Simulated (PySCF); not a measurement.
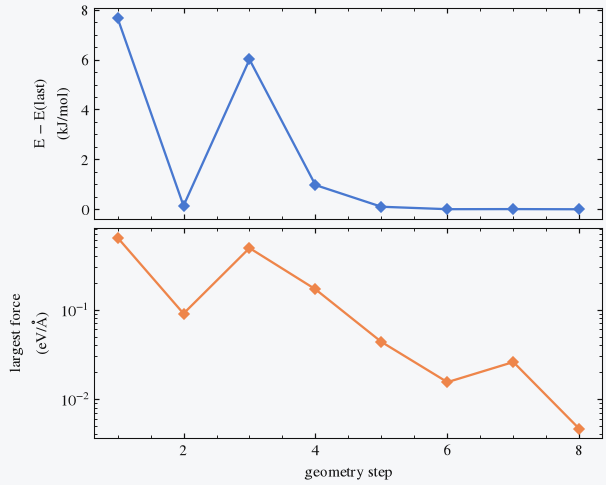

History of a geometry optimisation.

The run: C₅H₇S (SMILES C=C(C)/C=C\[S-]) (charge −1), by PBE0-D3(BJ)/def2-SVP, geometry optimisation (PySCF).

> How did it end, and what did it gain?

The optimisation met its thresholds at geometry 8, counting the start as the first. The energy fell by about 7.7 kJ/mol from the first step to the last, with a rise at step 3. The largest force goes from about 0.64 eV/Å at the start to 5 × 10⁻³ eV/Å at the end.
